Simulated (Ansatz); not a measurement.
# WCl: a trial structure relaxed, part 2 of 2

Aim: relax WCl from this start, CuAu (L1_0) type (P4/mmm, No. 123), and see where it ends.

Ansatz 0.2.0; DFT PBE, scalar-relativistic, plane waves, PAW.

### 4 Full relaxation

File input.yaml:

```yaml
crystal:
  lattice:
    - [2.8060046807, 0.0, 0.0]
    - [0.0, 2.8060046807, 0.0]
    - [0.0, 0.0, 4.1648220543]
  atoms:
    - { symbol: W, position: [0.5, 0.5, 0.5], spin: 0.3 }
    - { symbol: Cl, position: [0.0, 0.0, 0.0] }
basis:
  ecutwfc: 420
kpoints:
  mp_grid: { grid: [20, 20, 14] }
hamiltonian:
  xc: pbe
scf:
  occupations: { method: gaussian, width: 0.1 }
output:
  forces: true
  stress: true
  eigenvalues: true
  populations: true
magnetization:
  spin_polarized: true
relax:
  adjacent_minimum: "off"
  f_tol: 0.01
  max_steps: 80
  cell: { stress_tol: 0.05 }
```

The run is started by

```
$ ansatz run input.yaml --threads 1 --pin off --max-ram 2560MiB --backend cpu --events-out ev --progress --plain --runs-dir out
```

The program printed, shortened:

```text
Warning: RAYON_NUM_THREADS=1 ignored (pool sized by the plan → 1); use --threads N
[...]
Pseudopotentials: kind: paw
Pseudopotential: W, paw, valence charge 14, recommended cutoff 420 eV (normal), W.paw.azcp
Pseudopotential: Cl, paw, valence charge 7, recommended cutoff 420 eV (normal), Cl.paw.azcp
Functional definition: PBE
[...]
Crystal: 2 atoms, lattice volume = 32.792 Å³
Basis set: ecut = 420 eV, 665 PW (Γ), exchange–correlation on 40×40×60 points (8 copies of the dense FFT grid, shifted against one another)
Bands: 15, of which v1, the nominal top of the filled ones, is band 11 counted from 1 (10 counted from 0)
Symmetry: 16 space group operations
Space group: P4/mmm (ITA 123), of the structure as read, at distance tolerance 3.2e-5 Å
Magnetic group: BNS 123.339 (UNI 999), of the structure as read, at distance tolerance 3.2e-5 Å
k-points: 528 of 5600
[...]
Starting moments: Σ|m| = 0.3 μB on 1 of 2 sites
[...]
WARN: the starting moments were not kept: the SCF closed with an absolute magnetisation of 4.6e-6 μB, where they sum to 0.3 μB in size (1 site). That is at most 0.1 of that sum. Measured as dr2_m measures the in/out step, that magnetisation stands 4.3e-12 eV from none, at or under the [...]
        0.000000      -0.006026      -0.000000
       -0.000000      -0.000000      -0.002839
  P = ⅓ Tr σ = -0.0050 GPa (-0.050 kbar)
--- Band table (eV; the first three rows and the last of 1056) ---
  k-point 0 ↑: bands = ["-57.9977", "-22.3950", "-21.8430", "-21.8430", "-2.7191", "9.3679", "11.0337", "12.7243", "13.2561", "13.2561", "16.2498", "17.5651", "17.5651", "19.6232", "23.9834"]
[...]
--- Relaxed structure (4 steps of the walk, 4 accepted, 1 SCFs on fresh bases) ---
  F+E_penalty+E_count = -11461.26829430 eV   max|allowed force component| = 3.944e-30 eV/Å   (the final SCF, on the basis selected at the relaxed cell)
  cell:  # Å, volume = 32.3328 Å³
    - [2.816710687755621, 7.850983875462473e-33, 7.428887968179544e-33]
    - [7.175630423809788e-33, 2.816710687755621, 2.5325754436975717e-33]
    - [1.1026352401194012e-32, 3.758983773134322e-33, 4.075292436962862]
  atoms:
    - { symbol: W, position: [0.49999999999999994, 0.49999999999999994, 0.5] }
    - { symbol: Cl, position: [1.7427114548507517e-34, 2.348638822229628e-34, 8.460534015821539e-35] }
--- Löwdin populations: 2 sites ---
  site symbol       q [e]    m [muB]
     0      W     13.7546    -0.0000
     1     Cl      7.0381     0.0000
  spilling = 0.009871 (of n_electrons = 21.000000)
```

Wall time 2.1 min (1 thread of Intel Xeon Platinum 8488C (Sapphire Rapids), shared host); peak memory 0.77 GiB.

Step by step:

| step | E - E(step 1) (eV/cell) | largest force component (eV/Å) | pressure (GPa) | volume (Å³) |
| --- | --- | --- | --- | --- |
| 1 | 0.0000 | 0.0000 | -0.53 | 32.79 |
| 2 | -0.0052 | 0.0000 | -0.64 | 32.47 |
| 3 | -0.0054 | 0.0000 | 0.50 | 32.20 |
| 4 | -0.0056 | 0.0000 | 0.00 | 32.33 |
| 5 | -0.0055 | 0.0000 | 0.00 | 32.33 |

Step 1 is the start. Step 5 repeats the geometry before it on a plane-wave basis chosen anew for that cell, so its energy need not be comparable with the rows above.

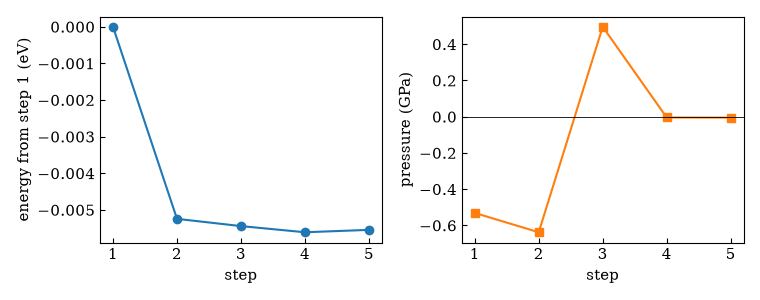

Energy and pressure along the relaxation.

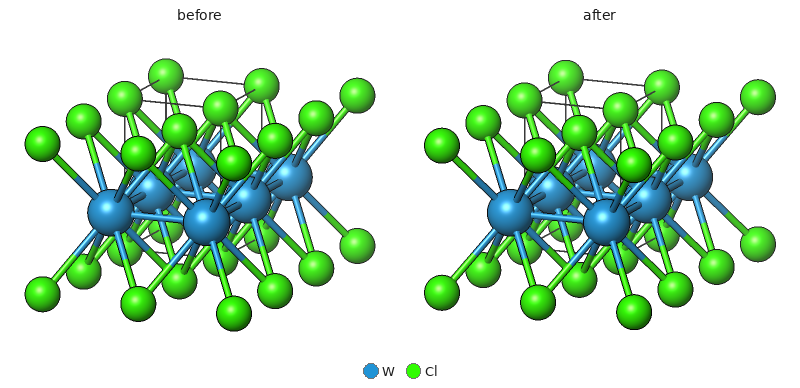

Before and after, at one scale.

|  | before | after | change |
| --- | --- | --- | --- |
| a (Å) | 2.806 | 2.817 | +0.4 % |
| b (Å) | 2.806 | 2.817 | +0.4 % |
| c (Å) | 4.165 | 4.075 | -2.1 % |
| volume (Å³/atom) | 16.40 | 16.17 | -1.4 % |
| shortest distance (Å) | 2.806 | 2.817 | +0.4 % |
| space group (0.01 Å) | P4/mmm | P4/mmm | same |

The run keeps the 16 symmetry operations of the start, so it could not have lowered the symmetry.

Per atom:

```csv
atom,Löwdin electrons
W1,13.75
Cl2,7.04
```

The Löwdin counts miss 0.21 of the 21 electrons, which the atomic orbitals do not span, so they are no charges.

### 5 Variant: preconditioner ldos

File input.yaml:

```yaml
crystal:
  lattice:
    - [2.8167106878, 0.0, 0.0]
    - [0.0, 2.8167106878, 0.0]
    - [0.0, 0.0, 4.075292437]
  atoms:
    - { symbol: W, position: [0.5, 0.5, 0.5], spin: 0.3 }
    - { symbol: Cl, position: [0.0, 0.0, 0.0] }
basis:
  ecutwfc: 420
kpoints:
  mp_grid: { grid: [20, 20, 14] }
hamiltonian:
  xc: pbe
scf:
  occupations: { method: gaussian, width: 0.1 }
  mixing: { preconditioner: ldos }
output:
  forces: true
  eigenvalues: true
  stress: true
magnetization:
  spin_polarized: true
```

The run is started by

```
$ ansatz run input.yaml --threads 1 --pin off --max-ram 2560MiB --backend cpu --events-out ev --progress --plain --runs-dir out
```

The program printed, shortened:

```text
Warning: RAYON_NUM_THREADS=1 ignored (pool sized by the plan → 1); use --threads N
[...]
[... 4 set-up lines as earlier in the session ...]
[...]
Crystal: 2 atoms, lattice volume = 32.333 Å³
Basis set: ecut = 420 eV, 649 PW (Γ), exchange–correlation on 40×40×60 points (8 copies of the dense FFT grid, shifted against one another)
Bands: 15, of which v1, the nominal top of the filled ones, is band 11 counted from 1 (10 counted from 0)
[... 2 set-up lines as earlier in the session ...]
Magnetic group: BNS 123.339 (UNI 999), of the structure as read, at distance tolerance 3.2e-5 Å
k-points: 528 of 5600
[...]
Starting moments: Σ|m| = 0.3 μB on 1 of 2 sites
[...]
WARN: the starting moments were not kept: the SCF closed with an absolute magnetisation of 2.9e-6 μB, where they sum to 0.3 μB in size (1 site). That is at most 0.1 of that sum. Measured as dr2_m measures the in/out step, that magnetisation stands 3.2e-12 eV from none, at or under the [...]
SCF converged after 11 iterations
Magnetization: 0.0000 μB (10.5000 up, 10.5000 down)
Absolute magnetization: 0.0000 μB (∫|ρ↑−ρ↓|, with the PAW one-centre terms)
Spin contamination: 0.0000 ħ² per cell (⟨S²⟩ above its minimum at these occupations)
Per-site moments (μB) at R_I (Å): [(1.2013799560443947e-6, 1.1618931587175), (4.664420787564469e-8, 1.1618931587175)]
Free energy (F): -11461.268294 eV
[...]
E sigma→0 (E₀):  -11461.263112 eV
Entropy (-TS):   -0.010365 eV (-5.183 meV/atom)
Fermi energy:    16.469678 eV
[...]
--- Forces (eV/Å), atoms counted from 1 ---
  atom   1  W      0.00000000    -0.00000000    -0.00000000
  atom   2  Cl    -0.00000000     0.00000000     0.00000000
[...]
--- Stress (GPa, compression-positive) ---
       -0.006027       0.000000      -0.000000
        0.000000      -0.006027      -0.000000
       -0.000000      -0.000000      -0.002842
  P = ⅓ Tr σ = -0.0050 GPa (-0.050 kbar)
--- Band table (eV; the first three rows and the last of 1056) ---
  k-point 0 ↑: bands = ["-57.9977", "-22.3951", "-21.8430", "-21.8430", "-2.7191", "9.3679", "11.0337", "12.7243", "13.2561", "13.2561", "16.2498", "17.5651", "17.5651", "19.6232", "23.9834"]
[...]
```

Wall time 24 s (1 thread of Intel Xeon Platinum 8488C (Sapphire Rapids), shared host); peak memory 0.73 GiB.

| run | ending | energy change | pressure (GPa) | gap (eV) | force (eV/Å) | cycles | time |
| --- | --- | --- | --- | --- | --- | --- | --- |
| step 4 | converged | 0 | 0.0 | 0.00 | 0.00 | - | 2.1 min |
| variant | converged | 0.0 meV/atom | 0.0 | 0.00 | 0.00 | 11 | 24 s |

Same state: the changed mixing leaves the energy within 0.5 meV/atom.

### 6 Results

This closing draws on all 2 parts. Changes of volume or cell count from the first structure of part 1.

Formation energies count from the elements, computed with the same settings in runs not shown here.

| quantity | value |
| --- | --- |
| cell | a = 2.817 Å, b = 2.817 Å, c = 4.075 Å, α = 90.00°, β = 90.00°, γ = 90.00° |
| space group | P4/mmm (No. 123) |
| volume | 16.17 Å³/atom |
| gap on the mesh | none (metal) |
| formation energy from the elements | +1.503 eV/atom |

The space group stayed P4/mmm, and from the first guess the volume went from 21.93 to 16.17 Å³/atom. The formation energy of +1.50 eV/atom is positive, so the elements lie lower than this structure; another structure of the compound can lie lower. Spin-orbit coupling is left out for W. An odd count of electrons in a cell without spin polarisation forces a partly filled band, so those cells are metals by count; spin or a larger cell could change that.
